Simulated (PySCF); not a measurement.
Input file:

```
{"job": {"kind": "uv", "xc": "wB97X-D", "basis": "def2-SVPD", "ip": true, "nstates": 10}, "charge": 0, "multiplicity": 1}
Mo     0.003206    -0.034798    -0.536733
C      0.024100     0.027611     1.161250
H      0.034295     0.065551     2.254251
F      1.787222    -0.067185    -1.005852
F     -0.878013     1.508777    -1.032464
F     -0.907679    -1.595977    -0.909733
```

Run with:

```sh
OMP_NUM_THREADS=1 python probes_run.py task.json out
```

Geometry: PBE0-D3(BJ)/def2-SVP; core potentials replace the inner electrons of Mo.

The calculation used wB97X-D/def2-SVPD, SCF density, gas phase, scalar-relativistic core potentials on the heavy atoms (PySCF).

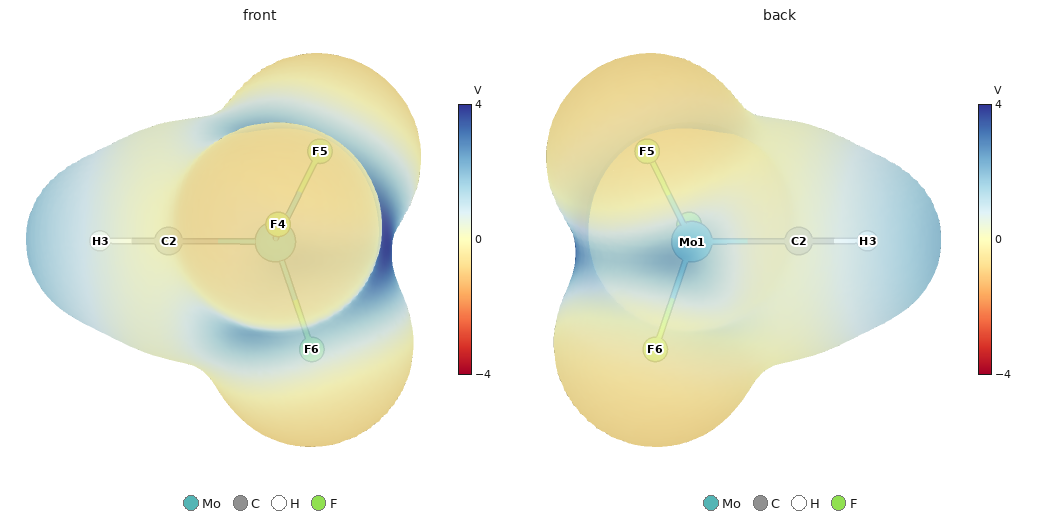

CHF3Mo (Mo(CH)F3). The molecular electrostatic potential painted on the density surface at 0.002 e/bohr³, seen from the front and from behind; the colour scale runs from red (negative) to blue (positive).

Q: Where is the surface potential most negative and most positive?

A: The most negative region (about −0.8 V, or −18 kcal/mol for a unit charge) lies over F4, F5 and F6, the most positive (about +3.8 V, or +88 kcal/mol for a unit charge) over Mo1.
